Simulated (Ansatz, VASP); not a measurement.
# Cross-check of Sc2SiO between VASP and Ansatz

Aim: how closely do two programs agree when they are given the same cell, functional and k mesh? The cell is invented: As first built, before any earlier steps moved the atoms (in the runner's words): it takes the Sc2CO structure with some of its atoms replaced by other elements, volume scaled by an estimate. It may not be a known or stable phase. The cell is taken from a series of VASP runs on this material, whose earlier steps may have relaxed, scaled or displaced it; both programs get it as it stands. Valence electrons are named where the data sets of a main pair hold unlike numbers.

Calculated with Ansatz 0.2.0; plane waves, with VASP 6.6.1 beside it; band structure at r2SCAN.

### 1. The structure

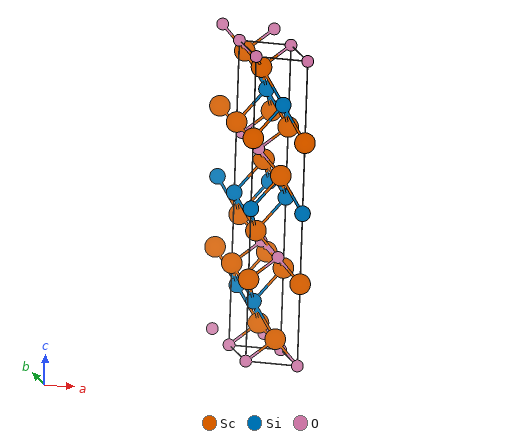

The cell as given, slightly off an axis (scandium orange, silicon blue, oxygen pink). 1×2×1 cells are drawn. This picture shows the conventional cell, with its axes. Bonds to atoms that aren't drawn are left out. Some periodic images of atoms are drawn too.

### 2. VASP: band structure, r2SCAN

A single point gives forces, pressure and levels at one fixed geometry, so differences don't come from the geometry; what else differs is listed under the comparison.

Lines of VASP's logs that name or quote its potential files are left out, and so is its time.

INCAR

```
SYSTEM = Sc2SiO
PREC = Accurate
ENCUT = 520
EDIFF = 1E-06
NELM = 100
ISMEAR = 0
SIGMA = 0.05
LREAL = .FALSE.
ALGO = Normal
METAGGA = R2SCAN
LASPH = .TRUE.
NBANDS = 30
LORBIT = 11
LWAVE = .FALSE.
LCHARG = .FALSE.
KPAR = 2
```

POSCAR

```
Sc2SiO
1.0
    1.6129827563      0.9312554067      6.5571595377
   -1.6129827563      0.9312554067      6.5571595377
    0.0000000000     -1.8625119406      6.5571595698
Sc Si O
2 1 1
Direct
    0.2684413059      0.2684413059      0.2684413065
    0.7315586941      0.7315586941      0.7315586935
    0.5000000000      0.5000000000      0.5000000000
    0.0000000000      0.0000000000      0.0000000000
```

KPOINTS

```
Automatic mesh
0
Gamma
8 8 8
0 0 0
```

KPOINTS_OPT

```
Line mode
16
Line-mode
Reciprocal
  0.00000000   0.00000000   0.00000000 GAMMA
  0.50000000   0.00000000   0.00000000 L

  0.50000000   0.00000000   0.00000000 L
  0.50000000   0.18011335  -0.18011335 B1

  0.81988665   0.50000000   0.18011335 B
  0.50000000   0.50000000   0.50000000 Z

  0.50000000   0.50000000   0.50000000 Z
  0.00000000   0.00000000   0.00000000 GAMMA

  0.00000000   0.00000000   0.00000000 GAMMA
  0.34005668   0.00000000  -0.34005668 X

  0.65994332   0.34005668   0.00000000 Q
  0.50000000   0.50000000   0.00000000 F

  0.50000000   0.50000000   0.00000000 F
  0.65994332   0.65994332   0.18011335 P1

  0.65994332   0.65994332   0.18011335 P1
  0.50000000   0.50000000   0.50000000 Z

  0.50000000   0.00000000   0.00000000 L
  0.81988665   0.34005668   0.34005668 P
```

Potentials, in the order of the species: Sc_sv, Si and O (PBE family, release 64).

Started as:

```console
mpirun -np 2 vasp_std
```

Numbers of over 12 decimals in the logs are rounded to 6 here.

Output:

```text
[banner, memory and clock lines left out]
running    2 mpi-ranks, on    1 nodes
 distrk:  each k-point on    1 cores,    2 groups
 distr:  one band on    1 cores,    1 groups

 POSCAR found type information on POSCAR ScSiO
 POSCAR found :  3 types and       4 ions
|                                                                             |
|               ----> ADVICE to this user running VASP <----                  |
|                                                                             |
|     You enforced a specific xc type in the INCAR file but a different       |
|     [... a line on the potential file left out ...]
|     I HOPE YOU KNOW WHAT YOU ARE DOING!                                     |
|                                                                             |

 LDA part: xc-table for (None), standard interpolation
 POSCAR, INCAR and KPOINTS ok, starting setup
 FFT: planning ... GRIDC
 FFT: planning ... GRID_SOFT
 FFT: planning ... GRID
 WAVECAR not read
 entering main loop
       N       E                     dE             d eps       ncg     rms          rms(c)
DAV:   1     0.389227717253E+03    0.38923E+03   -0.14382E+04  3940   0.116E+03
DAV:   2    -0.226280556043E+02   -0.41186E+03   -0.39234E+03  3916   0.420E+02
DAV:   3    -0.553820577669E+02   -0.32754E+02   -0.30894E+02  5852   0.122E+02
DAV:   4    -0.564946289843E+02   -0.11126E+01   -0.11031E+01  6238   0.228E+01
DAV:   5    -0.565013935094E+02   -0.67645E-02   -0.67635E-02  5856   0.230E+00    0.171E+01
DAV:   6    -0.445066955969E+02    0.11995E+02   -0.10144E+01  5620   0.398E+01    0.481E+00
DAV:   7    -0.446870829703E+02   -0.18039E+00   -0.10021E+00  5132   0.671E+00    0.341E+00
DAV:   8    -0.447352975024E+02   -0.48215E-01   -0.36266E-01  5218   0.396E+00    0.189E+00
DAV:   9    -0.446885483307E+02    0.46749E-01   -0.73641E-02  6002   0.191E+00    0.486E-01
DAV:  10    -0.446850683158E+02    0.34800E-02   -0.22546E-02  5512   0.834E-01    0.154E-01
DAV:  11    -0.446850314739E+02    0.36842E-04   -0.88252E-04  5920   0.315E-01    0.394E-02
DAV:  12    -0.446850526418E+02   -0.21168E-04   -0.97135E-05  5582   0.913E-02    0.235E-02
DAV:  13    -0.446850562716E+02   -0.36298E-05   -0.12239E-05  5182   0.316E-02    0.158E-02
DAV:  14    -0.446850538310E+02    0.24405E-05   -0.83489E-06  5246   0.206E-02    0.258E-03
DAV:  15    -0.446850541078E+02   -0.27674E-06   -0.85073E-07  2912   0.709E-03
   1 F= -.44685054E+02 E0= -.44683629E+02  d E =-.285112E-02
 Start KPOINTS_OPT (optional k-point list driver)
k-point batch [1-65\144]
       N       E                     dE             ncg
DAV:   1    -0.949341502390E+03   -0.44594E+05     3916
DAV:   2    -0.269651345938E+05   -0.26016E+05     3900
DAV:   3    -0.288201841482E+05   -0.18550E+04     5422
DAV:   4    -0.288920115284E+05   -0.71827E+02     6048
DAV:   5    -0.288924364661E+05   -0.42494E+00     5498
DAV:   6    -0.288924488737E+05   -0.12408E-01     5928
DAV:   7    -0.288924491617E+05   -0.28797E-03     5442
DAV:   8    -0.288924491657E+05   -0.40158E-05     3746
DAV:   9    -0.288924491661E+05   -0.40967E-06     2868
[...]
k-point batch [131-144\144]
       N       E                     dE             ncg
DAV:   1     0.546162217640E+05   -0.17792E+05      848
DAV:   2     0.488913982727E+05   -0.57248E+04      840
DAV:   3     0.485023312982E+05   -0.38907E+03     1150
DAV:   4     0.484902240514E+05   -0.12107E+02     1284
DAV:   5     0.484901608312E+05   -0.63220E-01     1174
DAV:   6     0.484901597455E+05   -0.10857E-02     1280
DAV:   7     0.484901597154E+05   -0.30037E-04     1132
DAV:   8     0.484901597146E+05   -0.87434E-06      816
```

From OUTCAR (step 2):

```text
ion  position               nearest neighbor table
   1  0.268  0.268  0.268-   4 2.26   4 2.26   4 2.26   3 2.73   3 2.73   3 2.73   2 3.16   2 3.16
                             2 3.16
   2  0.732  0.732  0.732-   4 2.26   4 2.26   4 2.26   3 2.73   3 2.73   3 2.73   1 3.16   1 3.16
                             1 3.16
   3  0.500  0.500  0.500-   1 2.73   2 2.73   1 2.73   1 2.73   2 2.73   2 2.73
   4  0.000  0.000  0.000-   2 2.26   1 2.26   2 2.26   2 2.26   1 2.26   1 2.26

  LATTYP: Found a trigonal (rhomboedric) cell.
 ALAT       =     6.8165454013
 COS(alpha) =     0.8880147609

 Subroutine GETGRP returns: Found 12 space group operations
 (whereof 12 operations were pure point group operations)

The static configuration has the point symmetry D_3d.

 Found     65 irreducible k-points:

   k-points           NKPTS =     65   k-points in BZ     NKDIM =     65   number of bands    NBANDS=     30

   dimension x,y,z NGX =    54 NGY =   54 NGZ =   54
   dimension x,y,z NGXF=   108 NGYF=  108 NGZF=  108

   ENCUT  =  520.0 eV  38.22 Ry    6.18 a.u.  12.67 12.67 12.67*2*pi/ulx,y,z

   NELECT =      32.0000    total number of electrons

 k-points in reciprocal lattice and weights: Automatic mesh
   0.00000000  0.00000000  0.00000000       0.002
   0.12500000  0.00000000 -0.00000000       0.012
   0.25000000  0.00000000 -0.00000000       0.012
   0.37500000  0.00000000 -0.00000000       0.012
   0.50000000  0.00000000 -0.00000000       0.006
   0.12500000  0.12500000 -0.00000000       0.012
   0.25000000  0.12500000 -0.00000000       0.023
   0.37500000  0.12500000 -0.00000000       0.023
   0.50000000  0.12500000  0.00000000       0.023
[...]
-0.37500000  0.50000000  0.37500000       0.012
   0.50000000  0.50000000  0.50000000       0.002

 average (electrostatic) potential at core
       1 -48.2877       2 -48.2877       3 -85.1043       4 -74.1381

 E-fermi :   7.3637

 k-point     1 :       0.0000    0.0000    0.0000
  band No.  band energies     occupation
    ...
     11      -0.4655      2.00000
     12       0.9506      2.00000
     13       0.9506      2.00000
     14       4.2644      2.00000
     15       6.6760      2.00000
     16       8.3301      0.00000
     17       8.3301      0.00000
     18       8.6918      0.00000
     19       9.2292      0.00000
     20       9.2292      0.00000
    ...

 k-point     2 :       0.1250    0.0000   -0.0000
  band No.  band energies     occupation
    ...
     11      -0.2556      2.00000
     12       0.7410      2.00000
     13       0.9335      2.00000
     14       4.1503      2.00000
     15       6.8902      2.00000
     16       7.6436      0.00000
     17       8.3569      0.00000
     18       8.3642      0.00000
     19       8.9792      0.00000
     20       8.9900      0.00000
    ...

 k-point     3 :       0.2500    0.0000   -0.0000
  band No.  band energies     occupation
    ...
     12       0.3438      2.00000
     13       0.8822      2.00000
     14       4.1286      2.00000
     15       5.8858      2.00000
     16       6.8903      2.00000
     17       8.1913      0.00000
     18       8.2751      0.00000
     19       8.4750      0.00000
     20       9.5276      0.00000
     21       9.8282      0.00000
    ...

  Total        0.0343635      0.0343635     -0.0315705      0.0000000      0.0000000      0.0000000
  in kB        0.9316270      0.9316265     -0.8559054      0.0000000      0.0000000      0.0000000
  external PRESSURE =       0.3357827 kB  Pullay stress =       0.0000000 kB

  energy-cutoff  :      520.00
  volume of cell :       59.10
      direct lattice vectors                 reciprocal lattice vectors
     1.612982756  0.931255407  6.557159538     0.309984715  0.178969807  0.050835030
    -1.612982756  0.931255407  6.557159538    -0.309984715  0.178969807  0.050835030
     0.000000000 -1.862511941  6.557159570     0.000000000 -0.357939611  0.050834999

 POSITION                                       TOTAL-FORCE (eV/Angst)
 -----------------------------------------------------------------------------------
      0.00000     -0.00000      5.28064         0.000000      0.000000     -0.000388
      0.00000     -0.00000     14.39084         0.000000     -0.000000      0.000388
      0.00000     -0.00000      9.83574        -0.000000     -0.000000     -0.000000
      0.00000      0.00000      0.00000         0.000000     -0.000000     -0.000000
 -----------------------------------------------------------------------------------
    total drift:                                0.000000     -0.000000     -0.000000

  FREE ENERGIE OF THE ION-ELECTRON SYSTEM (eV)
  ---------------------------------------------------
  free  energy   TOTEN  =       -44.6850541078 eV

  energy  without entropy=      -44.6822029839  energy(sigma->0) =      -44.68362855

 total charge
# of ion       s       p       d       tot
------------------------------------------
    1        2.176   6.166   1.190   9.533
    2        2.176   6.166   1.190   9.533
    3        0.798   0.881   0.000   1.679
    4        1.559   3.489   0.000   5.048
--------------------------------------------------
tot          6.710  16.702   2.381  25.792

[... 3 further parts left out ...]
```

The run ends at a pressure of 0.03 GPa, with forces up to 3.9e-4 eV/Å.

[end of part 1 of 2]

[Lines on the potential files, build, host, timing and source positions are cut from VASP's logs without a mark.]

[Logs are printed without paths, hosts, clocks, repeated set-up lines and the standing remarks that a program may print on its own settings, such as how far it seeks lower states.]

[Hosts, paths, dates, database ids (printed as entryN), source tags and the programs' standing remarks are cut or masked in the printed files.]
